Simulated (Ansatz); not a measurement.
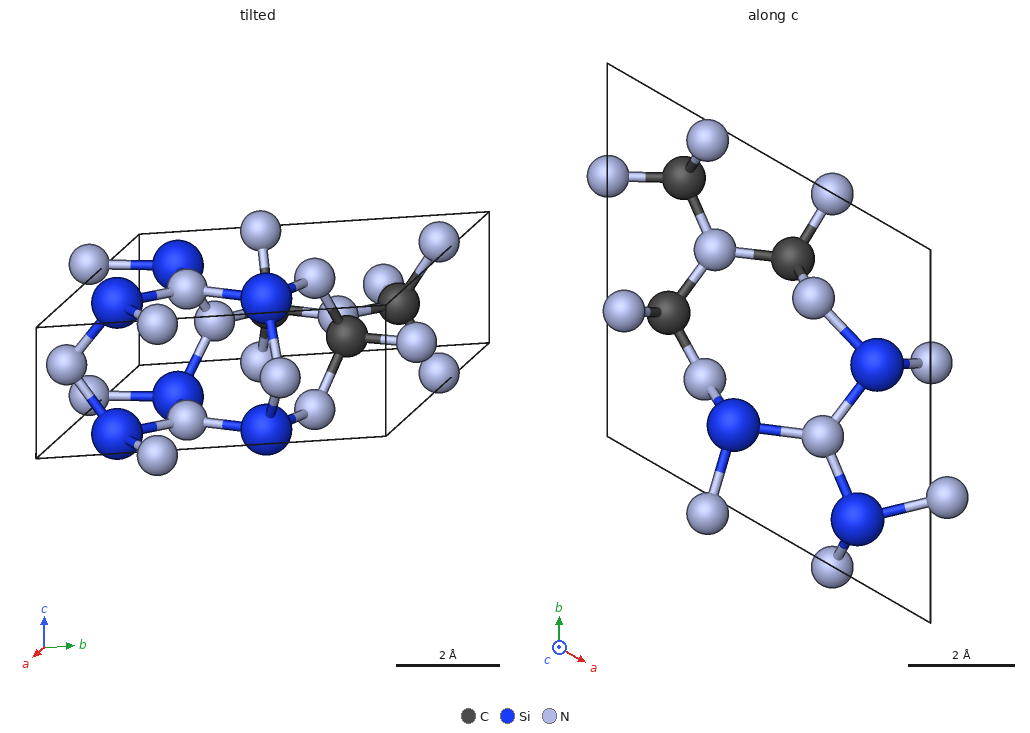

The figure gives a ball-and-stick picture of the atoms, viewed slightly off an axis and along the c axis. Lines trace the edges of the conventional unit cell.

Si3C3N8, space group P-6 (No. 174), a = 7.042 Å, b = 7.042 Å, c = 2.668 Å, α = 90.00°, β = 90.00°, γ = 120.00°. Starting structure: a structure type filled with these elements by a generator (whether the compound takes this form wasn't checked). Earlier steps of the study may have refined or changed the cell and positions. It was run through Ansatz as a DFT input.

This one geometry was computed with Ansatz (DFT, plane waves, PAW) at four levels of theory: PBE0, r2SCAN, PBE and HSE06. It was relaxed beforehand with r2SCAN.

Which level gives the highest pressure at this volume, and what does that say about its equilibrium volume?

Answer. Highest: PBE (5.7 GPa), which points to the largest equilibrium volume. Lowest, with the smallest volume: PBE0 (-3.2 GPa) and HSE06 (-3.1 GPa). Levels within 0.5 GPa of each other can't be told apart.

How does the band gap change with the level of theory?

Answer. PBE: a gap of 2.29 eV, indirect; r2SCAN: a gap of 2.67 eV, indirect; HSE06: a gap of 3.78 eV, indirect; PBE0: a gap of 4.55 eV, indirect.

Collect the results in a table.

Answer.
| level | cutoff (eV) | k-mesh of the run's cell | gap (eV) | pressure (GPa) |
| --- | --- | --- | --- | --- |
| PBE0 | 420 | 3×3×6 | 4.55 | -3.2 |
| r2SCAN | 500 | 6×6×10 | 2.67 | 0.0 |
| PBE | 420 | 6×6×10 | 2.29 | 5.7 |
| HSE06 | 420 | 3×3×6 | 3.78 | -3.1 |

Gaps are taken on the k-mesh or band path of each run.
